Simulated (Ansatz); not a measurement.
## Electronic structure of C$_{2}$H$_{6}$Cl$_{2}$Si (SMILES ClC[SiH2]CCl) in real space

```xyz
11

Cl    2.4535   -0.3447   -0.0457
C     1.1495    0.2554    1.0191
Si   -0.4870   -0.4917    0.4734
C    -0.8415    0.0265   -1.2986
Cl   -0.9478    1.8088   -1.3794
H     1.4069   -0.0194    2.0421
H     1.1375    1.3427    0.9421
H    -0.4010   -1.9738    0.5473
H    -1.5751    0.0014    1.3579
H    -0.0438   -0.2853   -1.9730
H    -1.7858   -0.3768   -1.6646
```

Geometry: PBE0-D4/def2-TZVP.

Level of theory: RKS PBE0-D4/def2-TZVPP (Ansatz 0.2.0).

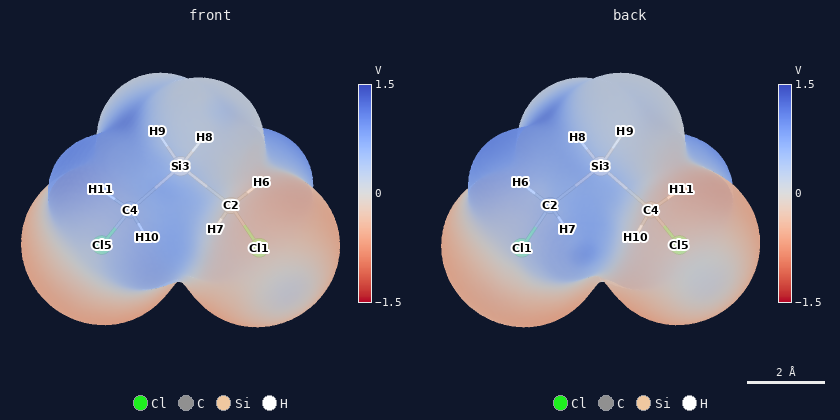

Figure 1. The electrostatic potential painted on the density surface at 0.001 e/bohr³, seen from the front and from behind; red is negative and blue positive.

Describe the electrostatic potential map.

The most negative region (about −0.6 V, or −14 kcal/mol for a unit charge) lies over Cl1 and Cl5, the most positive (about +1.0 V, or +23 kcal/mol for a unit charge) over Si3, H6 and H11.

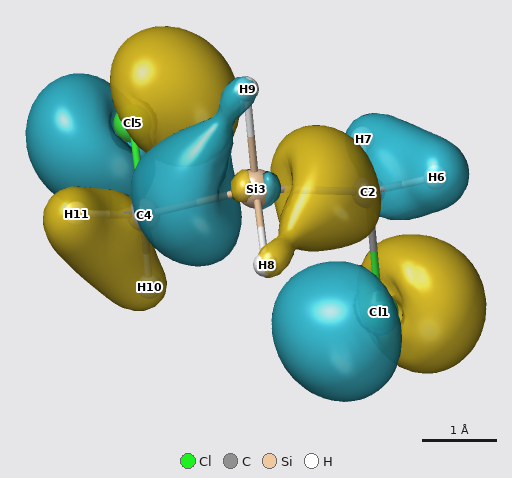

Figure 2. The HOMO at ±0.1 Å⁻³ᐟ² (yellow and cyan are the two phases), seen from one side.

Where does this orbital lie, and at what energy?

By Hirshfeld shares it lies mainly on Cl1 (about 30 %), Cl5 (about 30 %), Si3 (about 10 %), C2 (about 10 %) and C4 (about 10 %). Its energy is −8.13 eV.

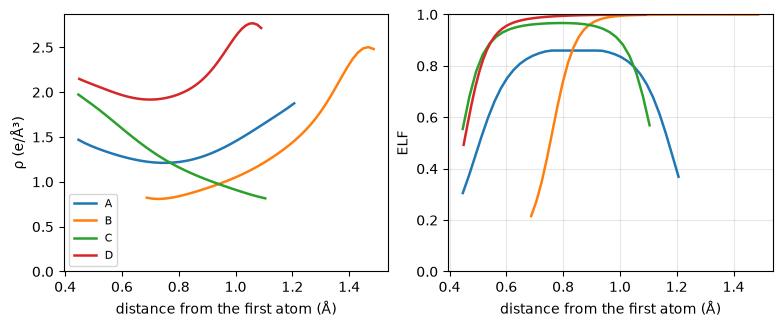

Figure 3. Total electron density and electron localisation function along straight lines between neighbouring atoms. The curves leave out the atomic cores.

Which curve belongs to which contact (C–Cl, C–H, C–Si and Si–H)? The first atom named is at distance zero.

Curve A: C–Cl (1.79 Å): ρ at the midpoint is about 1.3 e/Å³; the ELF peaks at about 0.85 between the atoms: localised, covalent bonding. Curve B: Si–H (1.49 Å): the density is about 0.81 e/Å³ at the midpoint; the ELF climbs to about 1 towards the hydrogen, as it does in any bond to H. Curve C: C–Si (1.88 Å): ρ at the midpoint is about 0.98 e/Å³; the ELF peaks at about 0.95 between the atoms: a covalent bond. Curve D: C–H (1.09 Å): ρ at the midpoint is about 2 e/Å³; the ELF climbs to about 1 towards the hydrogen (an ordinary covalent bond to hydrogen).

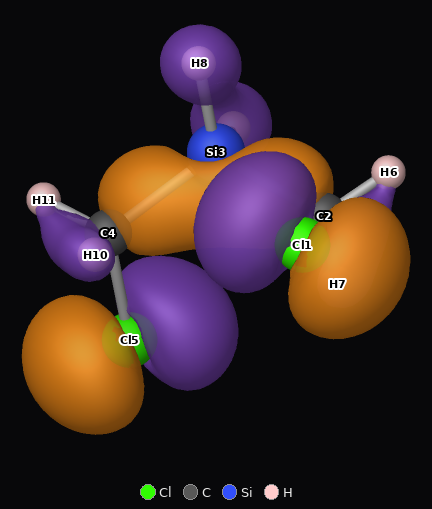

Figure 4. The HOMO−1 at ±0.1 Å⁻³ᐟ² (orange and purple are the two phases), seen at a tilt.

Describe this orbital and give its energy.

It lies mainly on Cl1 (about 35 %), Cl5 (about 35 %), Si3 (about 10 %), C2 (about 5 %) and C4 (about 5 %). Its energy is −8.30 eV.
